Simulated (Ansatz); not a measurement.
Formation energy of the localised charge states of Ag interstitial in monoclinic HfO2 (start: void with 3O nearest, no. 1; 96-site cell, 2×2×2 shifted sampling) against the Fermi level, O-rich (Δμ(Ag) = -0.14 eV, bounded by Ag2O (Pn-3m); only phases computed here count, gases as isolated molecules at 0 K). Method: PBE, PAW (plane waves to 420 eV; Ansatz, a quantum-chemistry and plane-wave program).

Charges with a result: +1, 0. Others weren't obtained, and one of them could lie lower, also by skipping a charge.

Details: 96-site cell; 2×2×2 shifted k-points; host gap 4.04 eV; charged states image-corrected; no spin–orbit coupling; finite-size errors of tenths of an eV; flagged in the runs: a host whose relaxation on this sampling wasn't shown to rest, a strain field that reaches the edge of the cell.

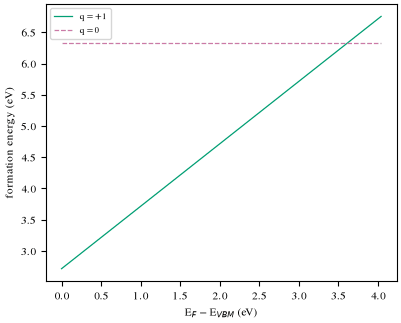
Fig. 1. Formation energy of each charge state against the Fermi level

Crossings of the lowest lines: (+1/0) at 3.62 eV. At the valence-band maximum: q = +1: 2.71 eV; q = 0: 6.33 eV.
